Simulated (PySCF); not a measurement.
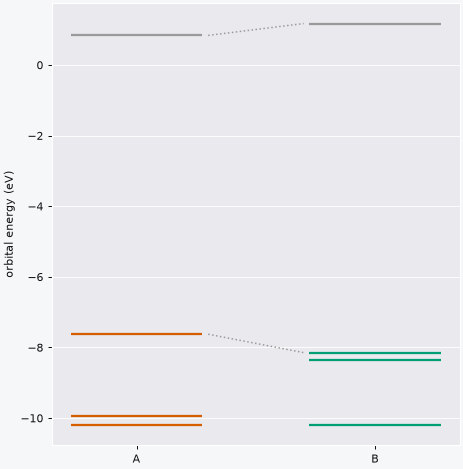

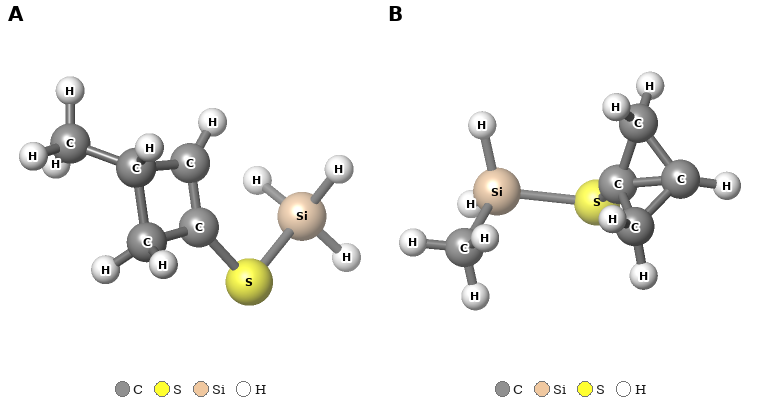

Related molecules: A is C₅H₁₀SSi, SMILES C[C@@H]1C=C(S[SiH3])C1; B is C₅H₁₀SSi, SMILES C[SiH2]S[C@]12C[C@H]1C2. Frontier orbital energies, CAM-B3LYP/def2-SVPD, PySCF, at a PBE0-D3(BJ)/def2-SVP geometry (no frequency check); drawn are at most three filled levels and, in grey, the LUMO with any level within 0.03 eV of it; dotted lines join the HOMOs and the LUMOs.

**What does the change do to the frontier levels?**

From A to B the HOMO falls by 0.52 eV and the LUMO rises by 0.34 eV, so the separation goes from 8.46 to 9.32 eV.

**Does the ΔSCF ionisation energy follow the HOMO?**

A: −ε(HOMO) 7.63, ΔSCF 8.25 eV; B: −ε(HOMO) 8.15, ΔSCF 8.82 eV.

Caveats, for all or some of the runs: empty levels above zero depend strongly on the basis; one conformer of a flexible molecule.
